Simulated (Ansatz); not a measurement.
Level of theory: PBE (plane waves to 420 eV, PAW; Ansatz, an electronic-structure program).

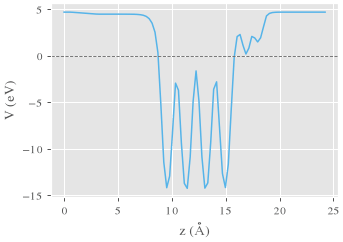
Fig. 1. Plane-averaged electrostatic potential energy along the normal, in eV from the Fermi level, for CO on the 1x1 (100) surface of fcc Cu, one in a 2x2 cell, started at the site 'top Cu'

Model: 18-atom slab, 5.3 Å thick at the start under the adsorbate (thin: gaps and levels are the slab's own), 6x6x1 mesh, Fermi-Dirac 0.1 eV, dipole correction, 8 atoms held, the rest relaxed; start symmetry kept, larger cells not searched; no spin, no spin-orbit, no U, no dispersion correction. At the end it is bonded to Cu. In PBE it is, or lies within 0.03 eV of, the lowest of the starts that converged.

The vacuum level lies 4.70 eV above the Fermi level over the top face and 4.49 eV above it under the bottom face.
